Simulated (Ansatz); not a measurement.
**CH4BO (SMILES [BH]OC): USVWN5/def2-TZVP**

Aim: the vertical ionisation energy of CH4BO at USVWN5/def2-TZVP, from 2 runs. 

Program for the calculation: Ansatz 0.2.0.

34 further runs of the same task are left out: 34 set aside as unsound or not needed.

### 1 The structure to begin with

The species is CH4BO (7 atoms), meant as a doublet with charge 0. SMILES: `[BH]OC`. The shape is that of a PBE0-D4/def2-TZVP optimisation. This is one conformer, not always the lowest.

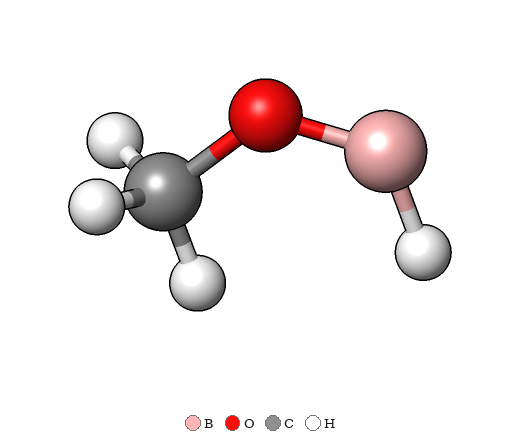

The structure, seen from a chosen angle (boron pink, oxygen red, carbon grey, hydrogen white).

### 2 A single-point energy at USVWN5/def2-TZVP

File job.yaml:

```yaml
crystal:
  periodic: [false, false, false]
  atoms:
    - symbol: B
      position_ang: [-1.319600, -1.025700, -0.172900]
    - symbol: O
      position_ang: [-0.272400, -0.707100, 0.564500]
    - symbol: C
      position_ang: [0.642200, 0.338600, 0.243900]
    - symbol: H
      position_ang: [-1.628500, -0.474200, -1.201600]
    - symbol: H
      position_ang: [0.357800, 0.834000, -0.687600]
    - symbol: H
      position_ang: [0.643000, 1.059300, 1.062300]
    - symbol: H
      position_ang: [1.638900, -0.092800, 0.145600]
basis:
  gaussian:
    orbitals: def2-TZVP
magnetization:
  spin_polarized: true
  initial_magnetization: 1
hamiltonian:
  xc: {name: SVWN5}
accuracy: high
output:
  orbitals: {seedname: orbitals}
```

Launch:

```bash
$ ansatz run job.yaml --threads 1 --pin off --max-ram 3480MiB --events-out events.jsonl --progress --plain --runs-dir runs
```

Standard output:

```text
Warning: RAYON_NUM_THREADS=1 ignored (pool sized by the plan → 1); use --threads N
Functional definition: SVWN5
  name "SVWN5"
  exchange = slater_x
  correlation = vwn5_c
2137 factors; integrals over basis functions are off by at most 3.8e-9 eV
mean field evaluation 1: about -3785.1391 eV, gradient 4.2e1 eV
mean field evaluation 2: about -3754.9336 eV, gradient 9.4e1 eV
mean field evaluation 4: about -3792.3844 eV, gradient 6.4e0 eV
mean field evaluation 8: about -3792.5419 eV, gradient 5.3e-1 eV
mean field evaluation 16: about -3792.5433 eV, gradient 1.9e-5 eV
mean field -3792.54332365 eV, -139.3733964661 hartree, gradient 5.1e-8 eV, S^2 0.752191; 0 other end points of the search recorded, 0 dependent functions left out
reference -3792.54332694 eV, -139.3733965869 hartree; 12, 11 occupied and 105, 106 virtual orbitals, 2137 factors
Total energy: -3792.54332694 eV, -139.3733965869 hartree
```

Run time: 6.3 s. Hardware: 1 thread of Arm Neoverse V1, shared host; peak memory 0.32 GiB.

### 3 The singlet cation, same level

File run.yaml:

```yaml
basis:
  gaussian:
    orbitals: def2-TZVP
crystal:
  periodic: [false, false, false]
  atoms:
    - symbol: B
      position_ang: [-1.319600, -1.025700, -0.172900]
    - symbol: O
      position_ang: [-0.272400, -0.707100, 0.564500]
    - symbol: C
      position_ang: [0.642200, 0.338600, 0.243900]
    - symbol: H
      position_ang: [-1.628500, -0.474200, -1.201600]
    - symbol: H
      position_ang: [0.357800, 0.834000, -0.687600]
    - symbol: H
      position_ang: [0.643000, 1.059300, 1.062300]
    - symbol: H
      position_ang: [1.638900, -0.092800, 0.145600]
total_charge: 1
output: {orbitals: {seedname: orbitals}}
accuracy: high
hamiltonian:
  xc: {name: SVWN5}
```

Launch:

```bash
$ ansatz run run.yaml --threads 1 --pin off --max-ram 3480MiB --events-out events.jsonl --progress --plain --runs-dir runs
```

Standard output:

```text
Warning: RAYON_NUM_THREADS=1 ignored (pool sized by the plan → 1); use --threads N
[... 4 set-up lines as earlier in the session ...]
2137 factors; integrals over basis functions are off by at most 3.8e-9 eV
mean field evaluation 1: about -3764.5248 eV, gradient 1.0e2 eV
mean field evaluation 2: about -3625.5329 eV, gradient 2.2e2 eV
mean field evaluation 4: about -3783.3048 eV, gradient 2.6e1 eV
mean field evaluation 8: about -3784.5493 eV, gradient 5.3e-1 eV
mean field evaluation 16: about -3784.5517 eV, gradient 2.5e-5 eV
mean field -3784.55172321 eV, -139.0797105666 hartree, gradient 2.2e-8 eV, S^2 0.000000; 0 other end points of the search recorded, 0 dependent functions left out
reference -3784.55172685 eV, -139.0797107005 hartree; 11, 11 occupied and 106, 106 virtual orbitals, 2137 factors
Total energy: -3784.55172685 eV, -139.0797107005 hartree
```

Wall time 5.7 s (1 thread of Arm Neoverse V1, shared host); peak memory 0.29 GiB.

### 4 Summary of results

Level: USVWN5/def2-TZVP.

| quantity | value |
| --- | --- |
| doublet CH4BO: total energy | -139.37340 Eh |
| doublet CH4BO: HOMO energy (highest over α and β) | -4.16 eV |
| doublet CH4BO: LUMO energy (lowest over α and β) | -2.42 eV |
| doublet CH4BO: ⟨S²⟩ | 0.752 |
| singlet cation: total energy | -139.07971 Eh |
| singlet cation: HOMO energy | -14.85 eV |
| singlet cation: LUMO energy | -11.71 eV |
| singlet cation: HOMO–LUMO gap | 3.15 eV |
| vertical ionisation energy (to the singlet cation) | 7.992 eV |

In words: Removing an electron at fixed nuclei costs 7.99 eV (771 kJ/mol). Only the singlet of the ionised species was computed; a triplet could lie lower.
